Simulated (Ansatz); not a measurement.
**AlGeH$_{5}$ClO$_{2}$F: geometry relaxation (part 2 of 2)**

Continued. System: AlGeH$_{5}$ClO$_{2}$F. Method: RKS B3LYP/def2-SVP (Ansatz 0.2.0). The input holds or restrains some coordinates. Forces given for the steps count only the free coordinates. It belongs to a series of runs on one base structure; here: pulled along the bonds that form and break, towards end A.

Geometry of the input (Å):
```
Ge 0.0000  0.0000  0.0000
F  0.0000  0.0000  2.0300
Cl 2.0935  0.0000  -0.7393
H  -0.7300  1.2648  -0.5162
O  -0.8337  -1.4443  -0.5894
H  -1.2883  -1.9100  0.1830
O  1.0804  -1.6406  0.6527
Al 0.4764  -3.3147  0.6824
H  1.0732  -4.3766  -0.2922
H  -0.6497  -3.7201  1.6830
H  0.6544  -0.9938  1.7453
```

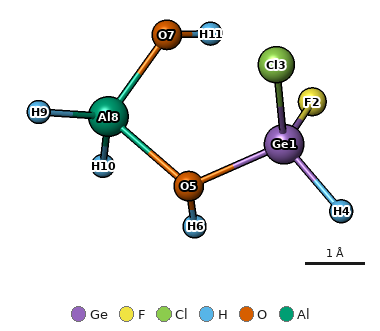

The geometry at step 8 of the log (ball-and-stick view, seen at a tilt; atoms are numbered from 1 in the order of the input).

## Trajectory as extended XYZ, continued
```
11
Properties=species:S:1:pos:R:3:forces:R:3 step=2 energy=-82515.53154
Ge   -0.0559    0.0907    0.0152    2.9178  -2.5329   0.8069
F    -0.0707    0.1061    1.9622   -0.2904   0.2778  -2.2656
Cl    2.0814    0.0280   -0.7490   -1.1436   1.6799  -0.4822
H    -0.7391    1.2793   -0.5144   -0.6812   1.0675  -0.0714
O    -0.8544   -1.4298   -0.5845   -1.4661  -0.0044   0.6865
H    -1.2908   -1.9015    0.1742   -0.0676   0.8174  -0.8334
O     1.1676   -1.7515    0.7869   -1.4454   1.3067   5.1829
Al    0.4735   -3.3326    0.6775    0.4835   0.0933  -0.3074
H     1.0762   -4.3800   -0.2946    0.1668  -0.1944  -0.2644
H    -0.6546   -3.7198    1.6860   -0.4546   0.0455   0.1605
H     0.7429   -1.1241    1.6798    1.9809  -2.5565  -2.6125
11
Properties=species:S:1:pos:R:3:forces:R:3 step=3 energy=-82516.36872
Ge   -0.1086    0.1785    0.0344    3.2184  -3.9622   0.8039
F    -0.1473    0.2191    1.8768   -0.1554   0.0855  -1.9404
Cl    2.0572    0.0423   -0.7469   -1.6595   1.3175   0.0214
H    -0.7550    1.3049   -0.5223   -1.3289   2.1366  -0.7867
O    -0.8543   -1.4188   -0.5706   -0.4683   0.7884   0.8180
H    -1.2942   -1.8929    0.1696   -0.2897   0.6262  -0.3841
O     1.2348   -1.8439    0.8977   -0.2287   0.9021   2.6961
Al    0.4753   -3.3428    0.6760    0.1168  -0.6136  -0.2745
H     1.0776   -4.3822   -0.2996    0.1467  -0.2061  -0.3304
H    -0.6607   -3.7192    1.6863   -0.4677   0.0452   0.0704
H     0.8516   -1.2802    1.6379    1.1164  -1.1196  -0.6936
11
Properties=species:S:1:pos:R:3:forces:R:3 step=4 energy=-82516.91604
Ge   -0.1276    0.2217    0.0314    2.3775  -3.0767  -1.1463
F    -0.2063    0.3024    1.7681   -0.0107  -0.0951   0.0243
Cl    2.0071    0.0786   -0.7424   -1.5666   0.9348   0.2535
H    -0.7933    1.3640   -0.5485   -0.9264   1.3963  -0.6055
O    -0.8564   -1.3957   -0.5495    0.0937   0.8369   0.7248
H    -1.3105   -1.8716    0.1706   -0.4225   0.4838  -0.0776
O     1.3417   -1.9638    1.0080    0.4325   0.2875   0.8738
Al    0.4737   -3.3707    0.6673    0.0193  -0.6219  -0.1260
H     1.0812   -4.3929   -0.3161    0.0982  -0.2668  -0.4056
H    -0.6764   -3.7188    1.6836   -0.4615   0.0547  -0.0695
H     0.9430   -1.3885    1.6670    0.3665   0.0665   0.5541
11
Properties=species:S:1:pos:R:3:forces:R:3 step=5 energy=-82517.55956
Ge   -0.0994    0.1872   -0.0381    0.5437  -0.8822  -1.6020
F    -0.1962    0.2907    1.6676    0.0362  -0.0849   1.0245
Cl    1.9465    0.1895   -0.7654   -0.5724   0.2946   0.0417
H    -0.8334    1.3910   -0.5925   -0.2126   0.1193  -0.1119
O    -0.8697   -1.3982   -0.5214    0.2138   0.0762   0.6149
H    -1.4078   -1.7929    0.1946   -0.1393   0.4523  -0.2256
O     1.4479   -2.0453    1.1535   -0.1644   0.1900   0.4912
Al    0.5002   -3.3960    0.6726    0.0487   0.0609   0.1188
H     1.0848   -4.4061   -0.3628    0.0390  -0.0640  -0.2135
H    -0.7298   -3.7082    1.6348   -0.2172   0.0538  -0.2210
H     1.0331   -1.4470    1.7964    0.4243  -0.2159   0.0829
11
Properties=species:S:1:pos:R:3:forces:R:3 step=6 energy=-82517.81755
Ge   -0.0726    0.1145   -0.0706    0.1648  -0.1829  -1.1115
F    -0.1247    0.2412    1.6363   -0.0111   0.0689   1.0121
Cl    1.9226    0.2342   -0.8290   -0.1362   0.0384  -0.0947
H    -0.8721    1.2941   -0.6228   -0.1407  -0.0702  -0.0177
O    -0.8243   -1.4903   -0.4511   -1.0145  -0.5437   1.4820
H    -1.5759   -1.6952    0.2054    1.3118   0.4595  -1.3155
O     1.5046   -2.0526    1.2613   -0.2055   0.1791   0.4261
Al    0.5120   -3.3326    0.6586   -0.3919   0.3029  -0.0033
H     1.1018   -4.3294   -0.4040    0.0479   0.0527  -0.0876
H    -0.8105   -3.6390    1.5089   -0.0007  -0.0259  -0.1212
H     1.1153   -1.4801    1.9462    0.3761  -0.2788  -0.1689
11
Properties=species:S:1:pos:R:3:forces:R:3 step=7 energy=-82518.01364
Ge   -0.0468    0.0498   -0.0569    0.4173   0.2750  -1.0377
F    -0.0737    0.2239    1.6450   -0.0624   0.1625   0.9174
Cl    1.9138    0.2407   -0.8748   -0.1251   0.0004  -0.0577
H    -0.9363    1.1629   -0.6357   -0.0768  -0.2526   0.0630
O    -0.7059   -1.6142   -0.3636   -1.6944  -0.3581   1.3178
H    -1.5770   -1.7252    0.1748    1.7968   0.0881  -1.2800
O     1.5439   -2.0662    1.3451   -0.5141   0.1465   0.1794
Al    0.4297   -3.1982    0.6012   -0.0814   0.3645   0.1890
H     1.0429   -4.1977   -0.4526    0.0112   0.0773  -0.0911
H    -0.8969   -3.5408    1.4300   -0.0415  -0.0992   0.0088
H     1.1826   -1.4702    2.0269    0.3705  -0.4043  -0.2089
11
Properties=species:S:1:pos:R:3:forces:R:3 step=8 energy=-82518.09672
Ge    0.0095    0.0446   -0.0449    0.1995   0.1160  -1.0230
F     0.0215    0.2344    1.6553   -0.0511   0.2803   0.8115
Cl    1.9246    0.3076   -0.9424   -0.1951  -0.0054   0.0428
H    -1.0359    1.0287   -0.6227    0.1768  -0.2516   0.1459
O    -0.5955   -1.6621   -0.3138   -2.0683   0.2532   0.5974
H    -1.5358   -1.7459    0.0725    1.6261   0.0488  -0.8727
O     1.5135   -2.0956    1.3743   -0.1385   0.8738   0.7631
Al    0.3547   -3.1310    0.6138    0.0374  -0.6351  -0.0010
H     0.9849   -4.0825   -0.4794   -0.0304  -0.0321  -0.0456
H    -0.9539   -3.5410    1.4508   -0.0394  -0.0495  -0.0021
H     1.1886   -1.4924    2.0758    0.4830  -0.5983  -0.4164
11
Properties=species:S:1:pos:R:3:forces:R:3 step=9 energy=-82518.18806
Ge    0.0176    0.0575   -0.0447    0.0342  -0.2635  -0.9040
F     0.0813    0.2378    1.6507   -0.0705   0.3687   0.9480
Cl    1.9063    0.3214   -0.9790   -0.0928   0.0067  -0.0195
H    -1.0607    1.0095   -0.5760    0.0774  -0.0203   0.0332
O    -0.6133   -1.6393   -0.3318   -0.7192  -0.0339   0.2990
H    -1.5625   -1.7264   -0.0646    0.7002   0.0726  -0.3356
O     1.5186   -2.0663    1.3961   -0.5477   0.3453   0.4559
Al    0.3566   -3.1519    0.6427    0.1652   0.0962   0.1178
H     0.9704   -4.0910   -0.4719    0.0077   0.0034  -0.0127
H    -0.9476   -3.5810    1.4778    0.0321  -0.0060  -0.0203
H     1.2096   -1.5056    2.1400    0.4134  -0.5693  -0.5618
11
Properties=species:S:1:pos:R:3:forces:R:3 step=10 energy=-82518.20930
Ge    0.0264    0.0435   -0.0103   -0.2867  -0.1647  -0.8496
F     0.1641    0.2696    1.6770    0.0564   0.2826   0.8728
Cl    1.8385    0.3390   -1.0629    0.1131  -0.0189  -0.0040
H    -1.0820    0.9811   -0.4857   -0.0092   0.0562  -0.0136
O    -0.6070   -1.6423   -0.3012    0.1360  -0.0501   0.0345
H    -1.5739   -1.7383   -0.2640    0.0474   0.0673  -0.0261
O     1.4930   -2.0958    1.4309   -0.0627   0.9267   0.7607
Al    0.3398   -3.1530    0.6929   -0.2098  -0.3268  -0.3435
H     0.9991   -4.0861   -0.4160   -0.0590   0.0485   0.0728
H    -1.0169   -3.5880    1.4213    0.0396  -0.0628   0.1326
H     1.2951   -1.4648    2.1571    0.2348  -0.7580  -0.6367
11
Properties=species:S:1:pos:R:3:forces:R:3 step=11 energy=-82518.18691 accepted=F
Ge    0.0050    0.0591   -0.0205    0.4982  -0.0239  -0.6866
F     0.1607    0.2819    1.6678   -0.1472   0.3270   0.7492
Cl    1.8584    0.3262   -1.0251   -0.0642   0.0237  -0.0141
H    -1.0685    1.0283   -0.5241   -0.0463  -0.1197   0.0328
O    -0.5798   -1.6449   -0.3101   -0.3683   0.0927  -0.0032
H    -1.5463   -1.7134   -0.2840   -0.1905  -0.0529  -0.1228
O     1.4786   -2.0770    1.4191   -0.5692   0.3990   0.3197
Al    0.2955   -3.1484    0.6526    0.7897  -0.1149   0.5314
H     0.9505   -4.0733   -0.4587   -0.0902   0.0446  -0.0408
H    -0.9132   -3.6892    1.5591   -0.1021   0.1298  -0.1526
H     1.2354   -1.4846    2.1631    0.2902  -0.7055  -0.6130
11
Properties=species:S:1:pos:R:3:forces:R:3 step=12 energy=-82518.23197
Ge    0.0176    0.0592   -0.0110    0.0286  -0.2708  -0.7816
F     0.1748    0.2999    1.6738   -0.0103   0.2764   0.8164
Cl    1.8495    0.3328   -1.0464    0.0023   0.0133  -0.0012
H    -1.0848    1.0024   -0.4917   -0.0186   0.0020  -0.0181
O    -0.5934   -1.6391   -0.2928   -0.1539  -0.0191   0.0423
H    -1.5635   -1.7220   -0.2971    0.0999   0.0333  -0.0495
O     1.4802   -2.0854    1.4211   -0.2230   0.6390   0.5636
Al    0.3351   -3.1769    0.6839    0.0122   0.0369  -0.0002
H     0.9767   -4.0940   -0.4388   -0.0246   0.0103   0.0098
H    -0.9711   -3.6431    1.4876    0.0275  -0.0078   0.0028
H     1.2551   -1.4693    2.1507    0.2598  -0.7134  -0.5843
11
Properties=species:S:1:pos:R:3:forces:R:3 step=13 energy=-82518.23462
Ge    0.0191    0.0576   -0.0112    0.0465  -0.2196  -0.7638
F     0.1839    0.2995    1.6730   -0.0294   0.2857   0.7947
Cl    1.8497    0.3379   -1.0491   -0.0114   0.0011   0.0032
H    -1.0857    0.9985   -0.4942   -0.0057  -0.0052  -0.0038
O    -0.5980   -1.6381   -0.2907   -0.0657  -0.0282   0.0566
H    -1.5665   -1.7118   -0.3271    0.0281   0.0110  -0.0433
O     1.4796   -2.0848    1.4268   -0.2596   0.6348   0.5199
Al    0.3319   -3.1731    0.6847    0.0306   0.0103   0.0692
H     0.9642   -4.0859   -0.4441   -0.0069   0.0059  -0.0180
H    -0.9522   -3.6597    1.5102    0.0045   0.0142  -0.0158
H     1.2500   -1.4753    2.1609    0.2691  -0.7100  -0.5989
```
